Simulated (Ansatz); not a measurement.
# Geometry relaxation, with input and output: C$_{2}$H$_{10}$AlAsO (part 1 of 2)

The run: geometry relaxation of C$_{2}$H$_{10}$AlAsO. Method and program: RKS PBE0-D4/def2-TZVP (Ansatz 0.2.0).

The geometry: PBE-D4/def2-SVP start. Figures and captions count atoms from 1; the log counts them from 0 in places.

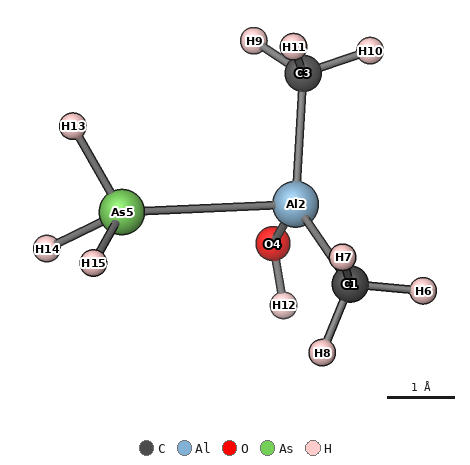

*The input geometry (ball-and-stick view, seen at a tilt; atoms are numbered from 1 in the order of the input). Sticks mark near contacts.*

Key numbers:

| quantity | value |
| --- | --- |
| outcome | converged |
| total energy | −71711.0110 eV |
| mean-field energy | −71710.7348 eV |
| dispersion energy | −0.2762 eV |
| SCF solution under orbital rotations | stable |
| largest force (length of the vector) at the end | 0.003 eV/Å |
| dipole moment | 3.09 D |
| hardware | 4 threads of Arm Neoverse V2, 23 GiB of memory available, shared host |
| wall time | 4.3 min (CPU time 16 min) |
| peak memory | 0.82 GiB |

Input:
```yaml
crystal:
  periodic: [false, false, false]
  atoms:
    - {symbol: C, position_ang: [-1.718691, -0.095207, 1.133004]}
    - {symbol: Al, position_ang: [0.048130, -0.661613, 0.445543]}
    - {symbol: C, position_ang: [1.746685, 0.085228, 1.107694]}
    - {symbol: O, position_ang: [0.233548, -2.219849, -0.319873]}
    - {symbol: As, position_ang: [0.012464, 0.902156, -1.871956]}
    - {symbol: H, position_ang: [-1.936586, -0.585368, 2.107429]}
    - {symbol: H, position_ang: [-1.754854, 1.000399, 1.316407]}
    - {symbol: H, position_ang: [-2.561410, -0.345850, 0.453853]}
    - {symbol: H, position_ang: [2.590550, -0.141580, 0.422421]}
    - {symbol: H, position_ang: [2.004841, -0.367462, 2.090382]}
    - {symbol: H, position_ang: [1.716287, 1.185010, 1.261350]}
    - {symbol: H, position_ang: [-0.532010, -2.797183, -0.465330]}
    - {symbol: H, position_ang: [1.149726, 1.887560, -2.149162]}
    - {symbol: H, position_ang: [0.083312, 0.225474, -3.240858]}
    - {symbol: H, position_ang: [-1.103791, 1.877385, -2.261605]}
basis:
  gaussian: {orbitals: def2-TZVP}
hamiltonian: {xc: pbe0, dispersion: d4}
relax: {f_tol: 0.005, max_steps: 150}
```

Launched with:
```bash
ansatz run in.yaml --threads 4 --pin off --events-out ev --progress --plain --max-ram 11315MiB
```

Output:
```
Functional definition: PBE0
  name "PBE0"
  cite "Adamo & Barone, J. Chem. Phys. 110, 6158 (1999) doi:10.1063/1.478522"
  cite "Perdew, Burke & Ernzerhof, Phys. Rev. Lett. 77, 3865 (1996) doi:10.1103/PhysRevLett.77.3865"
  parent pbe
  parameter a = 0.25
  parameter kappa = 0.804
  parameter beta = 0.06672455060314922
  exchange = (1 - a)*pbe_x(kappa = kappa, mu = beta*pi^2/3) + a*exact_x
  correlation = pbe_c(beta = beta)
1653 factors; their error is unknown
mean field evaluation 1: about -71694.5981 eV, gradient 8.9e1 eV
mean field evaluation 2: about -71673.5511 eV, gradient 1.3e2 eV
mean field evaluation 4: about -71710.2806 eV, gradient 7.6e0 eV
mean field evaluation 8: about -71710.4077 eV, gradient 1.0e-1 eV
mean field evaluation 16: about -71710.6618 eV, gradient 4.8e-4 eV
mean field -71710.66183801 eV, -2635.3182153146 hartree, gradient 4.3e-5 eV, S^2 0.000000; 0 other end points of the search recorded, 0 dependent functions left out
the calculation of the forces begins
reference -71710.66187812 eV, -2635.3182167883 hartree; 38, 38 occupied and 200, 200 virtual orbitals, 1653 factors
relax step   1: F+E_penalty+E_count = -71710.93517808 eV  Δ(F+E_penalty+E_count) = +0.000e0 eV  max|allowed force component| = 6.496e-1 eV/Å  Δτ_max = 0.0000 Å  (29 SCF iters, accepted)
these checks for a lower state are left out or cut short: starts, cluster_reference, orbital_swaps, neighbouring_geometries, increment
1653 factors; their error is unknown
mean field -71710.70507165 eV, -2635.3198041215 hartree, gradient 2.5e-5 eV, S^2 0.000000; 0 other end points of the search recorded, 0 dependent functions left out
[... from here on the field's lines of each further geometry are left out, up to the last ...]
relax step   2: F+E_penalty+E_count = -71710.98020588 eV  Δ(F+E_penalty+E_count) = -4.503e-2 eV  max|allowed force component| = 2.533e-1 eV/Å  Δτ_max = 0.1421 Å  (30 SCF iters, accepted)
relax step   3: F+E_penalty+E_count = -71710.98682879 eV  Δ(F+E_penalty+E_count) = -6.623e-3 eV  max|allowed force component| = 2.937e-1 eV/Å  Δτ_max = 0.0707 Å  (31 SCF iters, accepted)
relax step   4: F+E_penalty+E_count = -71710.98954377 eV  Δ(F+E_penalty+E_count) = -2.715e-3 eV  max|allowed force component| = 1.962e-1 eV/Å  Δτ_max = 0.0264 Å  (31 SCF iters, accepted)
relax step   5: F+E_penalty+E_count = -71710.99101005 eV  Δ(F+E_penalty+E_count) = -1.466e-3 eV  max|allowed force component| = 4.154e-2 eV/Å  Δτ_max = 0.0504 Å  (31 SCF iters, accepted)
relax step   6: F+E_penalty+E_count = -71710.99127076 eV  Δ(F+E_penalty+E_count) = -2.607e-4 eV  max|allowed force component| = 1.585e-2 eV/Å  Δτ_max = 0.0133 Å  (32 SCF iters, accepted)
relax step   7: F+E_penalty+E_count = -71710.99143129 eV  Δ(F+E_penalty+E_count) = -1.605e-4 eV  max|allowed force component| = 2.766e-3 eV/Å  Δτ_max = 0.0192 Å  (31 SCF iters, accepted)
relax step   8: F+E_penalty+E_count = -71710.99152433 eV  Δ(F+E_penalty+E_count) = -9.304e-5 eV  max|allowed force component| = 2.120e-2 eV/Å  Δτ_max = 0.0290 Å  (31 SCF iters, accepted)
relax step   9: F+E_penalty+E_count = -71710.99162695 eV  Δ(F+E_penalty+E_count) = -1.026e-4 eV  max|allowed force component| = 3.544e-2 eV/Å  Δτ_max = 0.0374 Å  (31 SCF iters, accepted)
relax step  10: F+E_penalty+E_count = -71710.99172823 eV  Δ(F+E_penalty+E_count) = -1.013e-4 eV  max|allowed force component| = 8.309e-2 eV/Å  Δτ_max = 0.0662 Å  (30 SCF iters, accepted)
relax step  11: F+E_penalty+E_count = -71710.99203780 eV  Δ(F+E_penalty+E_count) = -3.096e-4 eV  max|allowed force component| = 7.370e-2 eV/Å  Δτ_max = 0.0093 Å  (32 SCF iters, accepted)
relax step  12: F+E_penalty+E_count = -71710.99284627 eV  Δ(F+E_penalty+E_count) = -8.085e-4 eV  max|allowed force component| = 6.919e-3 eV/Å  Δτ_max = 0.0416 Å  (31 SCF iters, accepted)
relax step  13: F+E_penalty+E_count = -71710.99181335 eV  Δ(F+E_penalty+E_count) = +1.033e-3 eV  max|allowed force component| = 1.875e-1 eV/Å  Δτ_max = 0.1974 Å  (30 SCF iters, rejected (line search))
relax step  14: F+E_penalty+E_count = -71710.98601147 eV  Δ(F+E_penalty+E_count) = +6.835e-3 eV  max|allowed force component| = 2.834e-1 eV/Å  Δτ_max = 0.0162 Å  (31 SCF iters, rejected (line search))
relax step  15: F+E_penalty+E_count = -71710.99296119 eV  Δ(F+E_penalty+E_count) = -1.149e-4 eV  max|allowed force component| = 3.619e-3 eV/Å  Δτ_max = 0.0079 Å  (32 SCF iters, accepted)
relax step  16: F+E_penalty+E_count = -71710.99414027 eV  Δ(F+E_penalty+E_count) = -1.179e-3 eV  max|allowed force component| = 7.405e-2 eV/Å  Δτ_max = 0.0976 Å  (30 SCF iters, accepted)
relax step  17: F+E_penalty+E_count = -71710.99321500 eV  Δ(F+E_penalty+E_count) = +9.253e-4 eV  max|allowed force component| = 1.833e-1 eV/Å  Δτ_max = 0.1468 Å  (29 SCF iters, rejected (line search))
relax step  18: F+E_penalty+E_count = -71710.98946152 eV  Δ(F+E_penalty+E_count) = +4.679e-3 eV  max|allowed force component| = 1.479e-1 eV/Å  Δτ_max = 0.0633 Å  (30 SCF iters, rejected (line search))
relax step  19: F+E_penalty+E_count = -71710.99490587 eV  Δ(F+E_penalty+E_count) = -7.656e-4 eV  max|allowed force component| = 2.371e-2 eV/Å  Δτ_max = 0.0304 Å  (31 SCF iters, accepted)
relax step  20: F+E_penalty+E_count = -71710.99623321 eV  Δ(F+E_penalty+E_count) = -1.327e-3 eV  max|allowed force component| = 2.771e-2 eV/Å  Δτ_max = 0.0732 Å  (30 SCF iters, accepted)
relax step  21: F+E_penalty+E_count = -71710.99733079 eV  Δ(F+E_penalty+E_count) = -1.098e-3 eV  max|allowed force component| = 1.245e-1 eV/Å  Δτ_max = 0.1100 Å  (30 SCF iters, accepted)
relax step  22: F+E_penalty+E_count = -71710.99796269 eV  Δ(F+E_penalty+E_count) = -6.319e-4 eV  max|allowed force component| = 1.445e-1 eV/Å  Δτ_max = 0.0831 Å  (30 SCF iters, accepted)
relax step  23: F+E_penalty+E_count = -71710.99993295 eV  Δ(F+E_penalty+E_count) = -1.970e-3 eV  max|allowed force component| = 1.164e-1 eV/Å  Δτ_max = 0.0331 Å  (31 SCF iters, accepted)
relax step  24: F+E_penalty+E_count = -71711.00190426 eV  Δ(F+E_penalty+E_count) = -1.971e-3 eV  max|allowed force component| = 4.323e-2 eV/Å  Δτ_max = 0.0750 Å  (30 SCF iters, accepted)
relax step  25: F+E_penalty+E_count = -71711.00398995 eV  Δ(F+E_penalty+E_count) = -2.086e-3 eV  max|allowed force component| = 1.597e-1 eV/Å  Δτ_max = 0.1642 Å  (29 SCF iters, accepted)
relax step  26: F+E_penalty+E_count = -71711.00550351 eV  Δ(F+E_penalty+E_count) = -1.514e-3 eV  max|allowed force component| = 1.144e-1 eV/Å  Δτ_max = 0.0231 Å  (31 SCF iters, accepted)
relax step  27: F+E_penalty+E_count = -71711.00697411 eV  Δ(F+E_penalty+E_count) = -1.471e-3 eV  max|allowed force component| = 9.673e-2 eV/Å  Δτ_max = 0.0678 Å  (30 SCF iters, accepted)
relax step  28: F+E_penalty+E_count = -71711.00756481 eV  Δ(F+E_penalty+E_count) = -5.907e-4 eV  max|allowed force component| = 1.839e-1 eV/Å  Δτ_max = 0.1426 Å  (30 SCF iters, accepted)
relax step  29: F+E_penalty+E_count = -71711.00918397 eV  Δ(F+E_penalty+E_count) = -1.619e-3 eV  max|allowed force component| = 7.965e-2 eV/Å  Δτ_max = 0.0170 Å  (31 SCF iters, accepted)
relax step  30: F+E_penalty+E_count = -71711.00997558 eV  Δ(F+E_penalty+E_count) = -7.916e-4 eV  max|allowed force component| = 2.981e-2 eV/Å  Δτ_max = 0.0388 Å  (31 SCF iters, accepted)
relax step  31: F+E_penalty+E_count = -71711.01034126 eV  Δ(F+E_penalty+E_count) = -3.657e-4 eV  max|allowed force component| = 3.683e-2 eV/Å  Δτ_max = 0.0581 Å  (30 SCF iters, accepted)
relax step  32: F+E_penalty+E_count = -71711.01054000 eV  Δ(F+E_penalty+E_count) = -1.987e-4 eV  max|allowed force component| = 6.743e-2 eV/Å  Δτ_max = 0.0495 Å  (30 SCF iters, accepted)
relax step  33: F+E_penalty+E_count = -71711.01069852 eV  Δ(F+E_penalty+E_count) = -1.585e-4 eV  max|allowed force component| = 2.612e-2 eV/Å  Δτ_max = 0.0096 Å  (32 SCF iters, accepted)
relax step  34: F+E_penalty+E_count = -71711.01080864 eV  Δ(F+E_penalty+E_count) = -1.101e-4 eV  max|allowed force component| = 1.325e-2 eV/Å  Δτ_max = 0.0039 Å  (32 SCF iters, accepted)
relax step  35: F+E_penalty+E_count = -71711.01087396 eV  Δ(F+E_penalty+E_count) = -6.532e-5 eV  max|allowed force component| = 1.641e-2 eV/Å  Δτ_max = 0.0092 Å  (32 SCF iters, accepted)
relax step  36: F+E_penalty+E_count = -71711.01091928 eV  Δ(F+E_penalty+E_count) = -4.531e-5 eV  max|allowed force component| = 5.875e-3 eV/Å  Δτ_max = 0.0222 Å  (31 SCF iters, accepted)
relax step  37: F+E_penalty+E_count = -71711.01093627 eV  Δ(F+E_penalty+E_count) = -1.700e-5 eV  max|allowed force component| = 1.204e-2 eV/Å  Δτ_max = 0.0157 Å  (31 SCF iters, accepted)
relax step  38: F+E_penalty+E_count = -71711.01094673 eV  Δ(F+E_penalty+E_count) = -1.045e-5 eV  max|allowed force component| = 6.159e-3 eV/Å  Δτ_max = 0.0020 Å  (33 SCF iters, accepted)
the calculation of the forces begins
reference -71710.73476096 eV, -2635.3208951835 hartree; 38, 38 occupied and 200, 200 virtual orbitals, 1653 factors
relax step  39: F+E_penalty+E_count = -71711.01094803 eV  Δ(F+E_penalty+E_count) = -1.303e-6 eV  max|allowed force component| = 3.296e-3 eV/Å  Δτ_max = 0.0022 Å  (33 SCF iters, accepted)
1653 factors; their error is unknown
mean field evaluation 288: about -71710.7345 eV, gradient 4.9e-1 eV
```

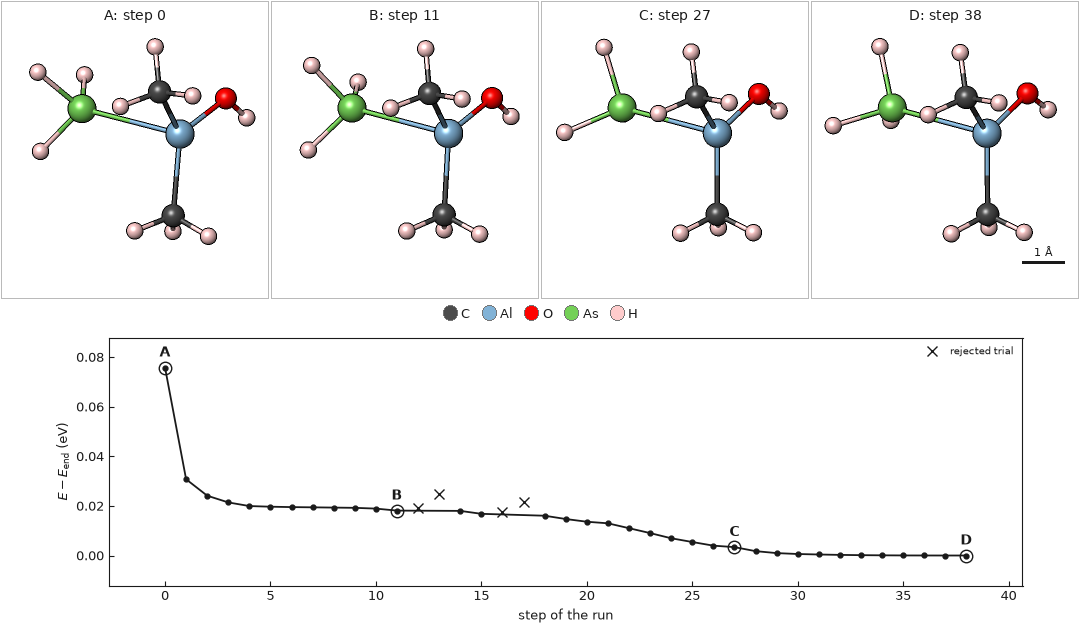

*Frames of the relaxation (ball-and-stick view, seen at a tilt) above the curves, on which the letters mark them (the first geometry is step 0 here and step 1 in the log).*
